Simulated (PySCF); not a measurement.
Breaking a bond: CF, doublet.

- UCCSD(T) = CCSD(T) on UHF/6-31G, 2 core orbitals frozen (PySCF)
- ROKS-CAM-B3LYP = restricted open-shell CAM-B3LYP/6-31G (PySCF)
- ROKS-B3LYP = restricted open-shell B3LYP/6-31G run with PySCF
- UHF/6-31G (PySCF)
- ROHF/6-31G (PySCF)

Energies are in kcal/mol, each relative to the lowest point of its own curve near equilibrium.

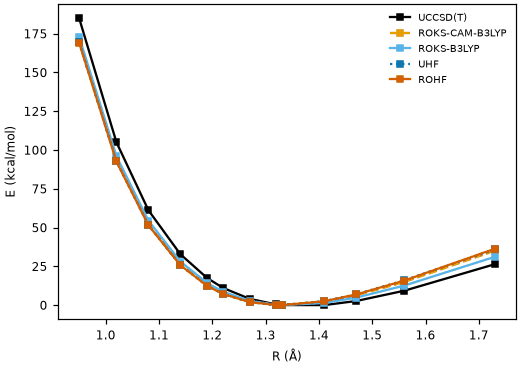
Figure. Energy against bond length for each method.

```csv
R / Å,UCCSD(T),ROKS-CAM-B3LYP,ROKS-B3LYP,UHF,ROHF
0.95,185.1,170.0,173.1,169.4,169.2
1.02,105.0,93.4,96.0,92.7,92.6
1.08,61.2,52.2,54.4,51.5,51.5
1.14,32.8,26.3,28.0,25.7,25.7
1.19,17.5,12.9,14.2,12.4,12.4
1.22,11.1,7.6,8.6,7.2,7.2
1.27,4.0,2.2,2.8,1.9,1.9
1.32,0.4,0.1,0.2,0.0,0.1
1.33,0.0,0.0,0.0,0.0,0.0
1.41,0.0,2.1,1.3,2.5,2.5
1.47,2.6,6.2,4.9,7.0,6.9
1.56,9.3,14.9,12.6,16.0,15.8
1.73,26.4,35.1,31.1,35.9,36.3
```

At the longest distance, 1.73 Å, ROHF lies highest above its minimum (36.3 kcal/mol) and UCCSD(T) lowest (26.4 kcal/mol).

The scan ran from 0.95 to 5.11 Å; beyond the distances shown one of the unrestricted levels run for this scan, shown here or not, changes its spin distribution in one step. The unrestricted determinant behind UCCSD(T), UHF is spin-contaminated at 1.73 Å (<S²> up to 0.9, against 0.75 for a pure doublet).
